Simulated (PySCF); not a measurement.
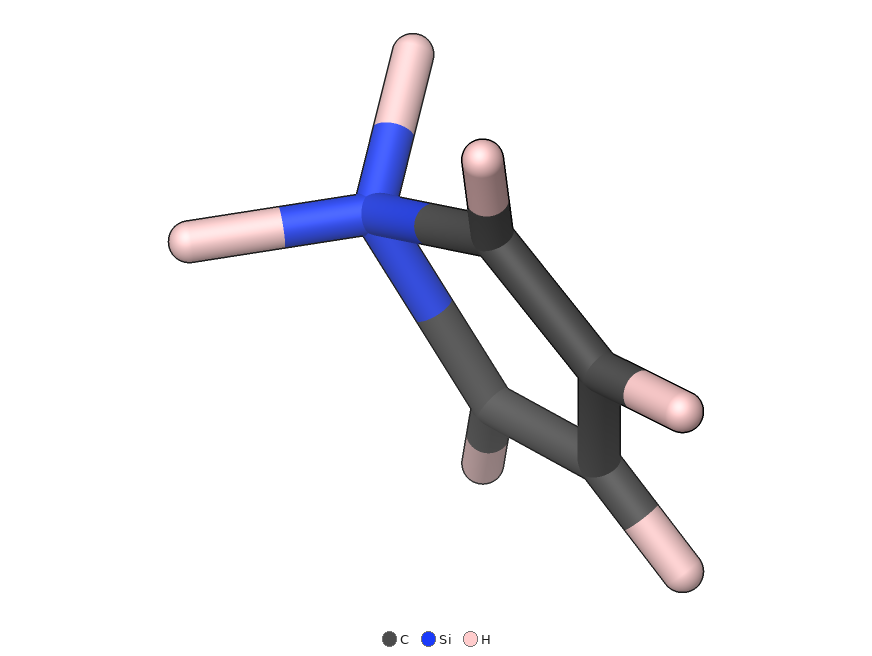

Computed geometry: GFN2-xTB optimisation. No frequency run is at hand to confirm it as a minimum. Properties computed with B3LYP/def2-SVPD, gas phase (PySCF 2.14.0). Excitations: vertical, linear response.

What does the calculation give?

The species is C₄H₆Si (`C1=C[SiH2]C=C1`).
- dipole moment: 0.27 D
- HOMO energy (Kohn–Sham orbital): −6.49 eV
- LUMO energy (Kohn–Sham orbital): −1.68 eV
- HOMO–LUMO gap: 4.81 eV
- mean static polarisability: 69.8 bohr³
- lowest vertical singlet excitation: 4.30 eV
- its oscillator strength: 0.054

The geometry is semi-empirical. Around Si such bond lengths and angles can be off by a tenth of an ångström or more and by several degrees, and values that hang on the shape move with them.
